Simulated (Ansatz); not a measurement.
Level of theory: PBE (plane waves to 420 eV, PAW; Ansatz, a program for electronic structure).

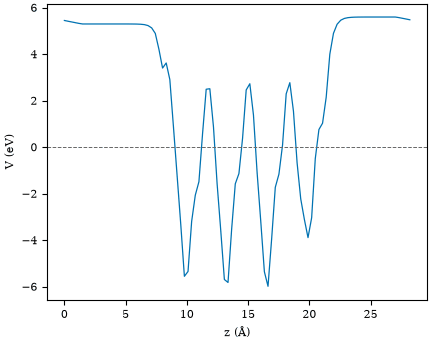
Figure: Electrostatic potential energy of an electron, averaged over planes parallel to the surface, in eV from the highest filled level, for the (111)B surface of zinc-blende GaAs, As-terminated, 2x2 As vacancy (bottom of the slab: 3 H on 4 bottom sites)

Model: 34-atom slab, 12.4 Å thick at the start with caps and adatoms (thin: gaps and levels are the slab's own), 3x3x1 mesh, Fermi-Dirac 0.025 eV, dipole correction, 8 atoms held, the rest relaxed; symmetry of the start imposed; no spin, no spin-orbit, no U. It is one candidate, not shown to be the stable structure of the face.

The vacuum level lies 5.59 eV above the highest filled level over the top face and 5.29 eV above it under the bottom face.
